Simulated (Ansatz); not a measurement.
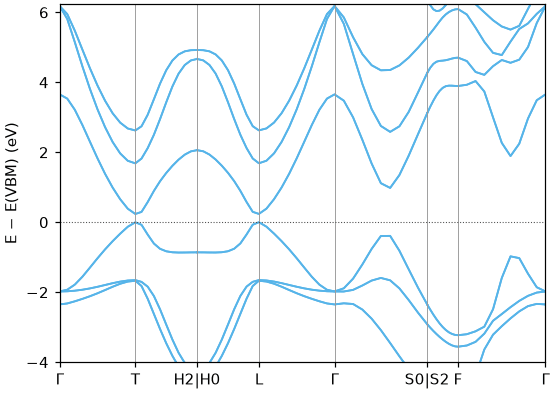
Band structure from plane-wave PAW PBEsol with spin–orbit coupling (Ansatz code)

The gap is 0.23 eV; an edge lies off the plotted path or next to a special point (maximum at L, minimum on the T–H2 line, 3 % of the way from T).

The material is PbS (rock salt, Fm-3m).

The PBEsol relaxation kept the symmetry of its start.

Potentials: the later of the program's two PAW sets.
